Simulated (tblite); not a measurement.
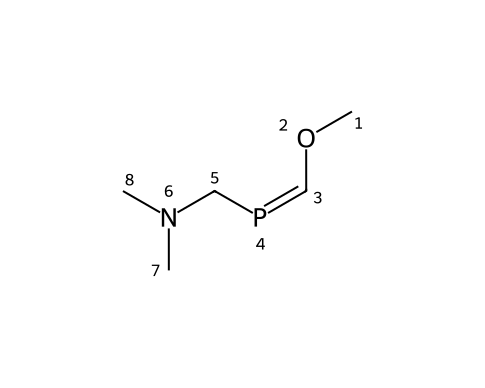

A structural formula, with wedges where it has stereocentres; small numbers name the atoms. The configuration is that of a computed structure (GFN2-xTB).

Question: Give the R/S and E/Z labels.

Answer: C3=P4: Z.
